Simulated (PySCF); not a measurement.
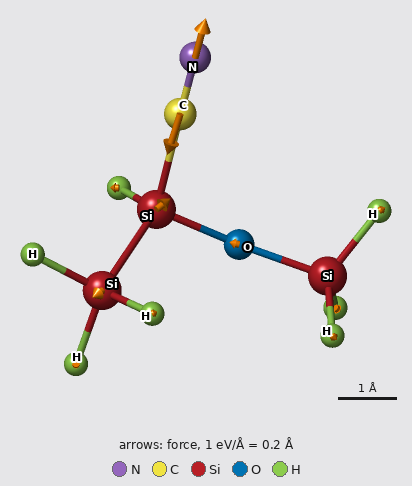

Starting geometry of CH$_{7}$NOSi$_{3}$ with the computed forces as orange arrows. A ball-and-stick model, seen at a tilt.

The start comes from GFN2-xTB. Its atoms were then displaced at random by about 0.01 Å.

Level of theory: PBE0-D3(BJ)/def2-SVP geometry optimisation, gas phase in PySCF 2.14.0, density-fitted response routines. 

### Is this structure relaxed? If not, where do the atoms go?

It isn't relaxed: the largest force vector, on the C atom, is 4.02 eV/Å. The final displacements have little in common with the starting forces (cosine between the two patterns 0.12). After 11 geometry steps the energy has fallen by 7.96 kcal/mol. The atom that moves furthest after the best rigid fit is an H atom (0.35 Å). Largest moves by element: H 0.35 Å, O 0.32 Å, N 0.24 Å, C 0.16 Å, Si 0.11 Å. Near-neighbour distances that change, for instance: Si–Si 2.261 → 2.345 Å, O–Si 1.626 → 1.668 Å, C–N 1.132 → 1.160 Å, H–Si 1.462 → 1.488 Å. Among the angles between lasting bonds that change: Si–O–Si 163.4° → 144.8°, Si–Si–H 123.1° → 114.2°, Si–Si–H 115.7° → 108.6°.
